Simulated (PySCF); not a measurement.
Consider C₅H₆F₂ (SMILES C=C=C(C)C(F)F).

Input

```
{"job": {"kind": "nmr", "xc": "PBE0", "basis": "pcSseg-1"}, "charge": 0, "multiplicity": 1}
C      1.987308    -0.654855    -1.229711
C      0.927372    -0.315598    -0.573016
C     -0.139808     0.014784     0.095160
C     -0.951282    -0.937965     0.924968
C     -0.638629     1.436640     0.061797
F     -1.911774     1.497019    -0.413287
F     -0.691503     1.967552     1.312896
H      2.968798    -0.606050    -0.785663
H      1.936791    -1.002141    -2.249358
H     -0.980434    -0.592057     1.957752
H     -1.973400    -0.971672     0.549218
H     -0.521457    -1.934545     0.890188
H     -0.016370     2.099374    -0.558671
```

Launched as:

```sh
OMP_NUM_THREADS=1 python probes_run.py task.json out
```

Geometry: GFN2-xTB.

These are results of PySCF, PBE0/pcSseg-1, SCF density, gas phase, non-relativistic, not measurements.

**What will maps of the electron density and electron localisation function show?**

C–C (1.29 Å): ρ at the midpoint is about 2.4 e/Å³; the ELF peaks at about 0.90 between the atoms (a short, multiple covalent bond).
C–H (1.09 Å): ρ at the midpoint is about 2 e/Å³; the ELF climbs to about 1 towards the hydrogen, as it does in any bond to H: an ordinary covalent bond to hydrogen.

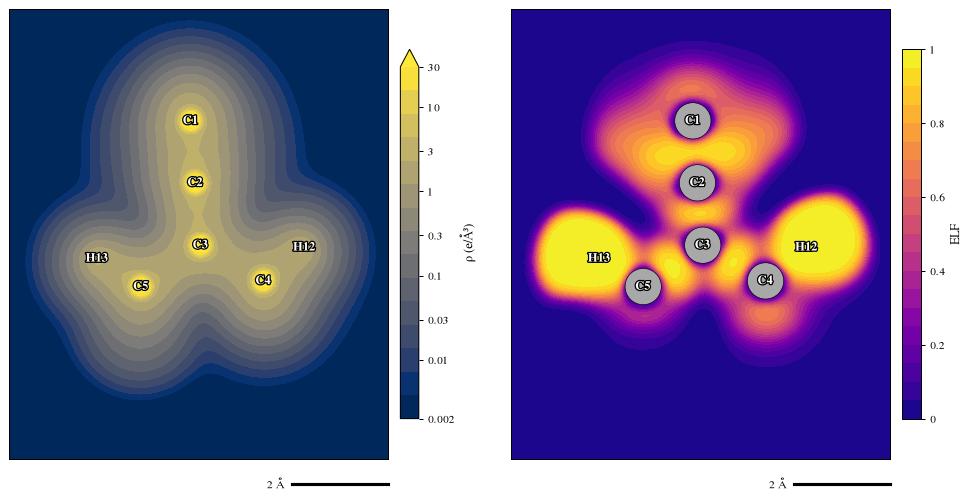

Computed electron density and electron localisation function on the plane of atoms C2, C3 and C5, in this order. Grey discs cover the atomic cores in the ELF map. 
